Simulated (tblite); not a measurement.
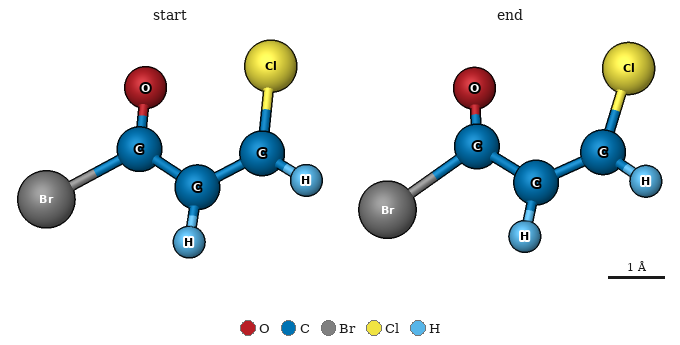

The structure of C₃H₂BrClO before (left) and after (right) a relaxation, at one scale.

A ball-and-stick model, seen at a tilt.

All numbers below come from GFN2-xTB geometry optimisation, gas phase (tblite). 

> Describe what moved and what it gained.

The Cl atom moves most after the best rigid fit: 0.35 Å. Largest moves by element: Cl 0.35 Å, Br 0.22 Å, O 0.21 Å, H 0.15 Å, C 0.11 Å. Near-neighbour distances that change, for instance: Cl–O 2.387 → 2.936 Å, Br–C 1.923 → 1.983 Å, C–O 1.238 → 1.184 Å, C–Cl 1.741 → 1.691 Å. Bond angles that change, for instance: Cl–C–H 123.3° → 114.5°, C–C–Cl 117.8° → 124.8°, Br–C–C 117.1° → 110.6°. Over 19 geometry steps the energy falls by 12.0 kcal/mol.
